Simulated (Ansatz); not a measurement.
Run report: C₂H₁₀BNSi, single-point calculation

- system: C₂H₁₀BNSi
- method: RHF-MP2, frozen core/def2-QZVPP (Ansatz 0.2.0)

The geometry comes from this level: PBE0-D4/def2-TZVP.

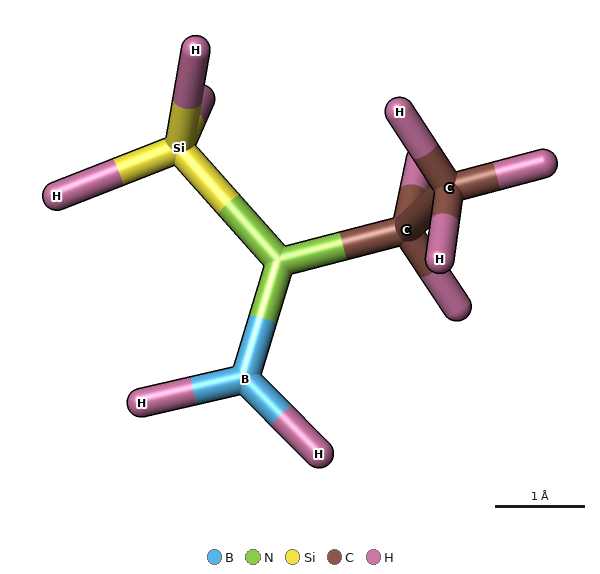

Fig. 1: The structure (stick view, seen at a tilt).

Summary:

- outcome: converged
- total energy: −12261.6268 eV
- mean-field energy: −12238.5446 eV
- SCF solution under orbital rotations: stable
- hardware: 4 CPU threads, shared host
- wall time: 35 s (CPU time 2.2 min)
- peak memory: 5.4 GiB

Input file:
```yaml
crystal:
  periodic: [false, false, false]
  atoms:
    - {symbol: B, position_ang: [0.978524, 1.611722, -0.041399]}
    - {symbol: N, position_ang: [0.565407, 0.284719, 0.089125]}
    - {symbol: Si, position_ang: [0.914503, -0.671648, 1.511912]}
    - {symbol: C, position_ang: [-0.178188, -0.383103, -0.984293]}
    - {symbol: C, position_ang: [-1.680350, -0.268367, -0.809146]}
    - {symbol: H, position_ang: [0.741767, 2.198866, -1.061234]}
    - {symbol: H, position_ang: [1.563305, 2.140079, 0.859841]}
    - {symbol: H, position_ang: [1.755940, -1.836817, 1.124765]}
    - {symbol: H, position_ang: [1.615980, 0.173031, 2.503249]}
    - {symbol: H, position_ang: [-0.343278, -1.210704, 2.096914]}
    - {symbol: H, position_ang: [0.121949, 0.061811, -1.935809]}
    - {symbol: H, position_ang: [0.113845, -1.439433, -1.024308]}
    - {symbol: H, position_ang: [-2.201799, -0.788664, -1.616110]}
    - {symbol: H, position_ang: [-2.004559, -0.702810, 0.139163]}
    - {symbol: H, position_ang: [-1.984845, 0.780417, -0.823171]}
basis:
  gaussian: {orbitals: "def2-QZVPP.json"}
correlation: {method: mp2}
```

Log:
```
Functional definition: HF
  name "HF"
  cite "Fock, Z. Phys. 61, 126 (1930) doi:10.1007/BF01340294"
  parent pbe
  exchange = exact_x
  correlation = 0
3520 factors; integrals over basis functions are off by at most 1.1e-3 eV
mean field evaluation 1: about -12233.6608 eV, gradient 4.2e1 eV
mean field evaluation 2: about -12233.8005 eV, gradient 4.2e1 eV
mean field evaluation 4: about -12238.4491 eV, gradient 5.7e0 eV
mean field evaluation 8: about -12238.5444 eV, gradient 2.4e-1 eV
mean field -12238.54461112 eV, -449.7582188752 hartree, gradient 1.8e-6 eV, S^2 0.000000; 0 other end points of the search recorded, 0 dependent functions left out
9 core orbitals not correlated: weight in the atoms' cores, before any rotation towards them, 1.000 or more for the frozen orbitals, at most 0.000 for the correlated occupied ones
reference -12238.54461112 eV, -449.7582188752 hartree; 15, 15 occupied and 574, 574 virtual orbitals, 3520 factors
second order -23.08219742 eV of doubles, -0.00000000 eV of singles
Total energy: -12261.62680854 eV, -450.6064739847 hartree
```
